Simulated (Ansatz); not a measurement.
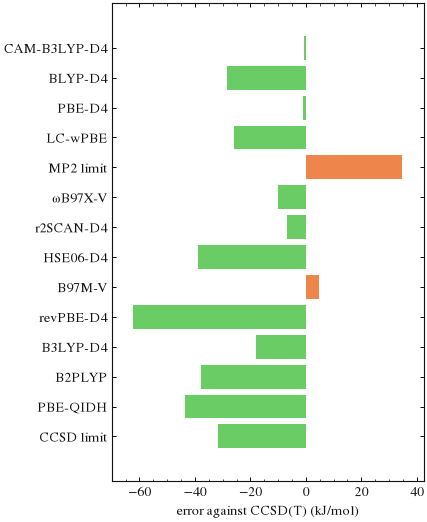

Error in the electronic atomisation energy (method less reference, so positive means overbinding) of CH₅AlO, SMILES [CH3][AlH][OH], singlet: functionals in def2-TZVPP against frozen-core CCSD(T) at the limit (MP2 extrapolated from triple and quadruple zeta, plus CCSD(T) less MP2 in a smaller set), which gives 2819.2 kJ/mol, at a PBE0-D4/def2-TZVP geometry (a minimum by its frequencies), no zero-point or spin-orbit term, the Ansatz code 0.2.0. The reference leaves out core correlation, a term that grows with the number of heavy atoms. B2PLYP and PBE-QIDH hold a correlation term that converges slowly with the basis, so part of the distance to the limit is basis error. No dispersion term is added to LC-wPBE, B2PLYP and PBE-QIDH. Limit means the basis limit.

Which of these levels overbind, and which underbind?

Overbind: MP2 limit. Underbind: BLYP-D4, LC-wPBE, HSE06-D4, revPBE-D4, B3LYP-D4, B2PLYP, PBE-QIDH and CCSD limit. Within 15 kJ/mol of zero, too close to call in view of what the reference leaves out: CAM-B3LYP-D4, PBE-D4, ωB97X-V, r2SCAN-D4 and B97M-V.

Give the values.

```csv
level,kJ/mol
CAM-B3LYP-D4,−0.5
BLYP-D4,−28.4
PBE-D4,−1.2
LC-wPBE,−25.9
MP2 limit,34.7
ωB97X-V,−10.0
r2SCAN-D4,−6.6
HSE06-D4,−38.7
B97M-V,4.7
revPBE-D4,−62.3
B3LYP-D4,−18.1
B2PLYP,−37.9
PBE-QIDH,−43.7
CCSD limit,−31.6
```
